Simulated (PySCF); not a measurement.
C2H6ClO, charge −1, SMILES `[Cl-].COC`.

PySCF calculation, B3LYP/aug-cc-pVDZ, gas phase; geometry: GFN2-xTB. GFN2-xTB bond lengths at metals and heavier atoms can be off by up to 0.1 Å and shapes distorted, which carries into these values.

Cartesian coordinates (Å):

```
Cl1     -2.1335    0.0006   -0.0266
C2       1.2300    1.1637    0.1278
O3       1.8915    0.0013   -0.3151
C4       1.2279   -1.1660    0.1272
H5       0.1544    1.0967   -0.0624
H6       1.6597    2.0023   -0.4200
H7       1.3853    1.3139    1.2055
H8       0.1525   -1.0970   -0.0630
H9       1.6561   -2.0051   -0.4211
H10      1.3830   -1.3170    1.2048
```

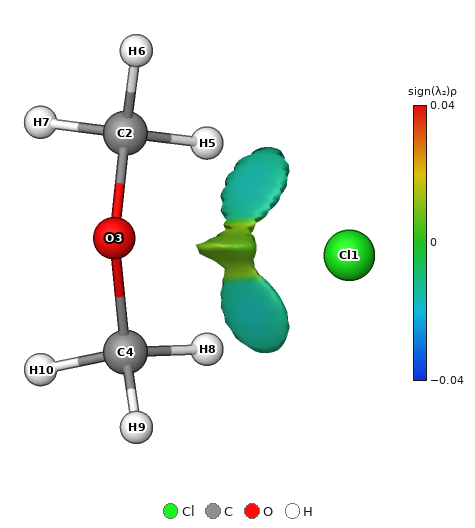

Non-covalent interaction surfaces between the fragments (reduced density gradient s = 0.5, coloured by sign(λ₂)ρ in a.u.; trimmed to the region between the fragments where ρ is under 0.06 a.u.). Fragment A: Cl(−1) (atom 1); fragment B: H6C2O.

Q: Which interactions hold the two fragments together?

A: Bond critical points between the fragments: Cl1···H8, weak C–H hydrogen bond, 2.54 Å, ρ = 0.015 a.u.; Cl1···H5, weak C–H hydrogen bond, 2.54 Å, ρ = 0.015 a.u. All are weak and appear green, as weak hydrogen bonds do. Several contacts close a ring, whose ring point adds a part with positive λ₂ between them. The pose is a local one from a semi-empirical search, not shown to be the most stable. With a charged fragment, long-range electrostatics, which these surfaces don't show, weighs heavily in the interaction energy.

Q: How strongly are they bound?

A: The counterpoise-corrected interaction energy of the frozen fragments is −6.1 kcal/mol without dispersion correction and −7.8 kcal/mol with D3(BJ). The pair geometry is semi-empirical, not a minimum at this level.
